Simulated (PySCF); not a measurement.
**One shape, several levels: TiO2 (titanium dioxide)**

Aim: a comparison of 4 runs (B2PLYP/aug-cc-pVDZ, PBE0/aug-cc-pVDZ, r2SCAN/aug-cc-pVDZ, wB97M-V/aug-cc-pVDZ) of TiO2 (titanium dioxide). Input form: a Python script.

Program for the calculation: PySCF 2.14.0.

## (1) The molecule

TiO2 has 3 atoms, charge 0, and is taken as a singlet. As SMILES, `[O]=[Ti]=[O]`. The coordinates come from a PBE0-D4/def2-TZVP relaxation.

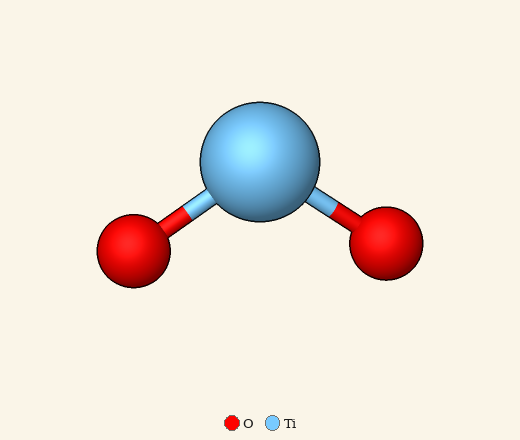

The structure, seen from a chosen angle (oxygen red, titanium blue).

## (2) A single-point energy at B2PLYP/aug-cc-pVDZ (run 1)

calc.py reads:

```python
from pyscf import gto, dft, mp

system = gto.M(
    atom=[
    ('O', (0.921000, 0.928800, 0.444600)),
    ('Ti', (0.135000, -0.492000, 0.331600)),
    ('O', (-1.056100, -0.436800, -0.776200)),
],
    spin=0,
    max_memory=1860,
    verbose=3,
    basis='aug-cc-pvdz',
)

calc0 = dft.RKS(system)
calc0.xc = '0.53*HF + 0.47*B88, 0.73*LYP'
calc0.conv_tol = 1e-10
calc0.grids.level = 5
calc0.kernel()
if not calc0.converged:
    calc0 = calc0.newton().run(calc0.mo_coeff, calc0.mo_occ)

pt = mp.MP2(calc0, frozen=7).run()
e_final = calc0.e_tot + 0.27 * pt.e_corr
print('PT2 part  %.8f' % (0.27 * pt.e_corr))
print('Final energy', e_final)
```

On the command line:

```
$ OMP_NUM_THREADS=1 python calc.py
```

Output:

```text
converged SCF energy = -999.422539349334
E(RMP2) = -1000.51925097277  E_corr = -1.09671162343571
E(SCS-RMP2) = -1000.43938833802  E_corr = -1.01684898868983
PT2 part  -0.29611214
Final energy -999.7186514876619
```

Wall time 23 s (1 thread of Intel Xeon at 2.70GHz, shared host); peak memory 0.53 GiB.

## (3) The energy at PBE0/aug-cc-pVDZ (run 2)

geometry.xyz reads:

```xyz
3
O2Ti
O      0.921000     0.928800     0.444600
Ti     0.135000    -0.492000     0.331600
O     -1.056100    -0.436800    -0.776200
```

calc.py reads:

```python
from pyscf import gto, dft

mol = gto.M(
    atom='geometry.xyz',
    basis='aug-cc-pvdz',
    verbose=4,
    charge=0,
    max_memory=1860,
    spin=0,
)

ks = dft.RKS(mol)
ks.xc = 'pbe0'
ks.conv_tol = 1e-10
ks.grids.level = 5
ks.kernel()
if not ks.converged:
    ks = ks.newton().run(ks.mo_coeff, ks.mo_occ)

e_final = ks.e_tot
print('E = %.10f Eh' % e_final)
```

On the command line:

```
$ OMP_NUM_THREADS=1 python calc.py
```

Output:

```text
PySCF version 2.14.0

[INPUT] num. atoms = 3
[INPUT] num. electrons = 38
[INPUT] charge = 0
[INPUT] spin (= nelec alpha-beta = 2S) = 0
[INPUT] symmetry False subgroup None
[INPUT] Mole.unit = angstrom
[INPUT] Symbol           X                Y                Z      unit          X                Y                Z       unit  Magmom
[INPUT]  1 O      0.921000000000   0.928800000000   0.444600000000 AA    1.740437760724   1.755177624496   0.840172234982 Bohr   0.0
[INPUT]  2 Ti     0.135000000000  -0.492000000000   0.331600000000 AA    0.255113026816  -0.929745253286   0.626633182906 Bohr   0.0
[INPUT]  3 O     -1.056100000000  -0.436800000000  -0.776200000000 AA   -1.995739760153  -0.825432371210  -1.466805417887 Bohr   0.0

nuclear repulsion = 127.0099190701
number of shells = 27
number of NR pGTOs = 208
number of NR cGTOs = 105
basis = aug-cc-pvdz
ecp = {}

******** <class 'pyscf.dft.rks.RKS'> ********
method = RKS
initial guess = minao
damping factor = 0
level_shift factor = 0
DIIS = <class 'pyscf.scf.diis.CDIIS'>
diis_start_cycle = 1
diis_space = 8
diis_damp = 0
SCF conv_tol = 1e-10
SCF conv_tol_grad = None
SCF max_cycles = 50
direct_scf = True
direct_scf_tol = 1e-13
XC library pyscf.dft.libxc version 7.0.0
    S. Lehtola, C. Steigemann, M. J.T. Oliveira, and M. A.L. Marques.,  SoftwareX 7, 1–5 (2018)
XC functionals = pbe0
radial grids:
    Treutler-Ahlrichs [JCP 102, 346 (1995); DOI:10.1063/1.469408] (M4) radial grids

becke partition: Becke, JCP 88, 2547 (1988); DOI:10.1063/1.454033
pruning grids: <function nwchem_prune>
grids dens level: 5
symmetrized grids: False
atomic radii adjust function: <function treutler_atomic_radii_adjust>
small_rho_cutoff = 0
Set gradient conv threshold to 1e-05
Initial guess from minao.
tot grids = 131232
init E= -999.457218386999
  HOMO = -0.45382068837569  LUMO = -0.169367612542685  gap/eV = 7.74036
cycle= 1 E= -998.975107198975  delta_E= 0.482  |g|= 1.73  |ddm|= 6.28
  HOMO = -0.211268496243076  LUMO = -0.114889506147964  gap/eV = 2.62261
cycle= 2 E= -979.557297374096  delta_E= 19.4  |g|= 8.95  |ddm|= 22.7
  HOMO = -0.140933573105827  LUMO = -0.0959108941942124  gap/eV = 1.22513
cycle= 3 E= -999.233954155256  delta_E= -19.7  |g|= 1.51  |ddm|= 24.4
  HOMO = -0.268720462452212  LUMO = -0.127198658017381  gap/eV = 3.85100
cycle= 4 E= -999.546184605789  delta_E= -0.312  |g|= 0.703  |ddm|= 4.98
  HOMO = -0.250136291521363  LUMO = -0.114572289224726  gap/eV = 3.68888
cycle= 5 E= -999.572665908968  delta_E= -0.0265  |g|= 0.581  |ddm|= 1.54
  HOMO = -0.267544211057605  LUMO = -0.102577355828824  gap/eV = 4.48898
cycle= 6 E= -999.631089426371  delta_E= -0.0584  |g|= 0.0386  |ddm|= 0.858
  HOMO = -0.269001385641735  LUMO = -0.103979313698261  gap/eV = 4.49048
cycle= 7 E= -999.631337069387  delta_E= -0.000248  |g|= 0.0029  |ddm|= 0.145
  HOMO = -0.269304046030484  LUMO = -0.104447376273407  gap/eV = 4.48598
cycle= 8 E= -999.631337202717  delta_E= -1.33e-07  |g|= 0.00311  |ddm|= 0.0276
  HOMO = -0.269308059938447  LUMO = -0.104432149456485  gap/eV = 4.48650
cycle= 9 E= -999.631338813988  delta_E= -1.61e-06  |g|= 0.00143  |ddm|= 0.00403
  HOMO = -0.269297062805798  LUMO = -0.104394234012445  gap/eV = 4.48723
cycle= 10 E= -999.631339242932  delta_E= -4.29e-07  |g|= 0.000412  |ddm|= 0.00261
  HOMO = -0.269281868926665  LUMO = -0.104411231047685  gap/eV = 4.48636
cycle= 11 E= -999.631339278735  delta_E= -3.58e-08  |g|= 3.85e-05  |ddm|= 0.000468
  HOMO = -0.269281092115234  LUMO = -0.104411039723506  gap/eV = 4.48634
cycle= 12 E= -999.631339279214  delta_E= -4.8e-10  |g|= 1.43e-05  |ddm|= 0.000117
  HOMO = -0.269281092465377  LUMO = -0.10441052926234  gap/eV = 4.48636
cycle= 13 E= -999.631339279256  delta_E= -4.21e-11  |g|= 1.1e-06  |ddm|= 7.91e-05
  HOMO = -0.269281331137691  LUMO = -0.104410592225922  gap/eV = 4.48636
Extra cycle  E= -999.631339279261  delta_E= -4.32e-12  |g|= 9.76e-07  |ddm|= 2.27e-05
converged SCF energy = -999.631339279261
E = -999.6313392793 Eh
```

It took 23 s on 1 thread of Intel Xeon at 2.70GHz, shared host; peak memory 0.53 GiB.

Run 3 isn't shown in full; the table further down has it.

## (4) A single-point energy at wB97M-V/aug-cc-pVDZ (run 4)

input.py reads:

```python
from pyscf import gto, dft

mol = gto.M(
    atom='''
O    0.921000   0.928800   0.444600
Ti   0.135000  -0.492000   0.331600
O   -1.056100  -0.436800  -0.776200
''',
    max_memory=1860,
    basis='aug-cc-pvdz',
    verbose=4,
)

myscf = dft.RKS(mol, xc='wb97m-v')
myscf.conv_tol = 1e-10
myscf.grids.level = 5
myscf.nlcgrids.level = 1
myscf.kernel()
if not myscf.converged:
    myscf = myscf.newton().run(myscf.mo_coeff, myscf.mo_occ)

energy = myscf.e_tot
print('E(%s) = %.9f' % ('WB97M-V', energy))
```

On the command line:

```
$ OMP_NUM_THREADS=1 python input.py
```

Output:

```text
PySCF version 2.14.0

[INPUT] num. atoms = 3
[INPUT] num. electrons = 38
[INPUT] charge = 0
[INPUT] spin (= nelec alpha-beta = 2S) = 0
[INPUT] symmetry False subgroup None
[INPUT] Mole.unit = angstrom
[INPUT] Symbol           X                Y                Z      unit          X                Y                Z       unit  Magmom
[INPUT]  1 O      0.921000000000   0.928800000000   0.444600000000 AA    1.740437760724   1.755177624496   0.840172234982 Bohr   0.0
[INPUT]  2 Ti     0.135000000000  -0.492000000000   0.331600000000 AA    0.255113026816  -0.929745253286   0.626633182906 Bohr   0.0
[INPUT]  3 O     -1.056100000000  -0.436800000000  -0.776200000000 AA   -1.995739760153  -0.825432371210  -1.466805417887 Bohr   0.0

nuclear repulsion = 127.0099190701
number of shells = 27
number of NR pGTOs = 208
number of NR cGTOs = 105
basis = aug-cc-pvdz
ecp = {}

[... 73 lines left out ...]
converged SCF energy = -999.892894953614
E(WB97M-V) = -999.892894954
```

Run time: 1.7 min. Hardware: 1 thread of Intel Xeon at 2.70GHz, shared host; peak memory 0.56 GiB.

## (5) Overview of the runs

```
run                level  frozen core orbitals  nlc grid  energy (Eh)  dipole moment (D)  HOMO energy (eV)  LUMO energy (eV)  wall time
  1   B2PLYP/aug-cc-pVDZ                     7         –  -999.718651               7.18             -8.79             -2.32       23 s
  2     PBE0/aug-cc-pVDZ                     –         –  -999.631339               6.72             -7.33             -2.84       23 s
  3   r2SCAN/aug-cc-pVDZ                     –         –  -999.911152               6.59             -6.06             -3.03       32 s
  4  wB97M-V/aug-cc-pVDZ                     –         1  -999.892895               6.87             -9.72             -1.73    1.7 min
```

## (6) What came out

| quantity | value |
| --- | --- |
| run 4: total energy | -999.89289 Eh |
| run 4: dipole moment | 6.87 D |
| run 4: HOMO energy | -9.72 eV |
| run 4: LUMO energy | -1.73 eV |
| run 4: HOMO–LUMO gap | 7.98 eV |

**Reading.** The dipole moment (its size) runs from 6.59 D (r2SCAN/aug-cc-pVDZ) to 7.18 D (B2PLYP/aug-cc-pVDZ). A double hybrid's value is that of its SCF part. The HOMO–LUMO gap runs from 3.03 eV (r2SCAN/aug-cc-pVDZ) to 7.98 eV (wB97M-V/aug-cc-pVDZ). Totals of different functionals can't be ranked against each other. All runs together took 3 min, the longest 1.7 min.
